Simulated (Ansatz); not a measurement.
# CH₅B₂ClO₂: a ladder of functionals and wavefunction methods

Aim: compute CH₅B₂ClO₂ with functionals from several rungs and with coupled cluster, and see how far each lands from CCSD(T) at the basis-set limit for the atomisation energy.

The runs use Ansatz 0.2.0, Gaussian basis; functionals in def2-TZVPP, the program's frozen cores in correlated methods.

Plan: LDA (SPW92), PBE-D4, revPBE-D4, BLYP-D4, r2SCAN-D4, B97M-V, PBE0-D4, B3LYP-D4, r2SCANh-D4, r2SCAN0-D4, HSE06-D4, BHLYP-D4, CAM-B3LYP-D4, LC-ωPBE, ωB97X-V, ωB97M-V, B2PLYP, PBE-QIDH; CCSD(T)/def2-SVP; CCSD(T)/def2-TZVPP; MP2/def2-QZVPP; extrapolation to the limit; RPA on PBE.

### 1 The relaxed structure

An earlier PBE0-D4 in a triple-zeta def2 set relaxation fixed the geometry.

11 atoms, charge 0, spin multiplicity 1.

Atoms are counted from 1 here; the program's logs count them from 0.

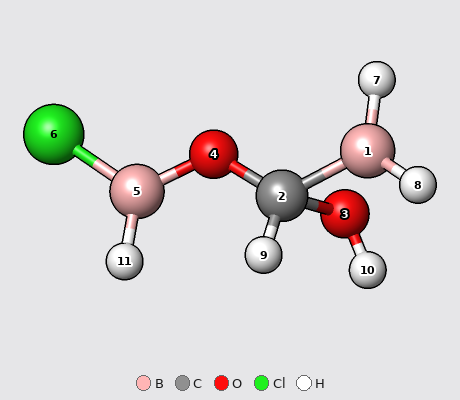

The structure; boron pink, carbon grey, oxygen red, chlorine green, hydrogen white; atoms are numbered from 1 in the order of the file.

### 2 LDA

This LDA is Slater exchange with PW92 correlation.

File in.yaml:

```yaml
crystal:
  periodic: [false, false, false]
  atoms:
    - {symbol: B, position_ang: [-1.291145, -1.031123, -0.637415]}
    - {symbol: C, position_ang: [-0.207946, 0.021283, -0.309973]}
    - {symbol: O, position_ang: [0.384734, -1.330864, -0.569544]}
    - {symbol: O, position_ang: [0.091348, 0.381872, 0.986190]}
    - {symbol: B, position_ang: [0.931475, 1.399686, 1.250492]}
    - {symbol: Cl, position_ang: [1.254037, 1.795843, 2.918757]}
    - {symbol: H, position_ang: [-1.816645, -1.615495, 0.256426]}
    - {symbol: H, position_ang: [-1.678119, -1.104273, -1.766418]}
    - {symbol: H, position_ang: [0.179449, 0.735620, -1.036828]}
    - {symbol: H, position_ang: [0.772590, -1.346835, -1.451866]}
    - {symbol: H, position_ang: [1.445622, 2.037285, 0.380780]}
basis:
  gaussian: {orbitals: def2-TZVPP}
hamiltonian: {xc: lda}
output: {orbitals: {seedname: orbitals}}
```

The run is started by

```
$ ansatz run in.yaml --threads 4 --pin off --events-out ev --progress --plain --max-ram 10444MiB
```

Further steps of the session: PBE-D4 (GGA); revPBE-D4 (GGA); BLYP-D4 (GGA); r2SCAN-D4 (meta-GGA); B97M-V (meta-GGA); B3LYP-D4 (hybrid); r2SCANh-D4 (hybrid); r2SCAN0-D4 (hybrid); HSE06-D4 (hybrid); BHLYP-D4 (hybrid); CAM-B3LYP-D4 (range-separated); LC-ωPBE (range-separated); ωB97X-V (range-separated); ωB97M-V (range-separated); B2PLYP (double hybrid); PBE-QIDH (double hybrid); CCSD(T) in def2-SVP; CCSD(T) in def2-TZVPP; MP2 in def2-QZVPP; RPA on PBE orbitals.

Before running them: what should the planned runs give, taken together? Wanted: atomisation energy, CCSD(T)/CBS; farthest beyond LDA; mean size of error, GGA; mean size of error, meta-GGA; mean size of error, hybrid; mean size of error, range-separated; mean size of error, double hybrid; gap, smallest and largest; T1 diagnostic.

As calculated:

| quantity | value |
| --- | --- |
| atomisation energy, CCSD(T)/CBS | 43.436 eV |
| functionals within 0.217 eV (0.5 %) | revPBE-D4, BLYP-D4, B3LYP-D4, PBE-QIDH |
| farthest beyond LDA | PBE-D4 (+1.427 eV) |
| mean size of error, GGA | 0.575 eV |
| mean size of error, meta-GGA | 0.472 eV |
| mean size of error, hybrid | 0.477 eV |
| mean size of error, range-separated | 0.346 eV |
| mean size of error, double hybrid | 0.137 eV |
| gap, smallest and largest | 5.23 eV (LDA (SPW92)), 12.92 eV (LC-ωPBE) |
| T1 diagnostic | 0.0132 |
| triples share of the correlation energy | 3.9 % |

LDA overbinds by 7.388 eV (17 %). PBE-D4 is off by +1.427 eV. Double hybrids carry the basis error of their MP2 part in triple zeta, and no dispersion term here, so their miss is partly the set-up's. By mean error the best rung here is double hybrid (0.137 eV) and the worst beyond LDA is GGA (0.575 eV). Misses under about 0.217 eV are within the doubt on the reference itself, which lacks core-valence correlation, relativity and higher excitations. Hartree-Fock recovers 73 % of the binding; the rest is correlation. CCSD(T) in def2-SVP is off by -1.958 eV, which most functionals beat. Orbital gaps span 5.2 to 12.9 eV; exact exchange widens them.
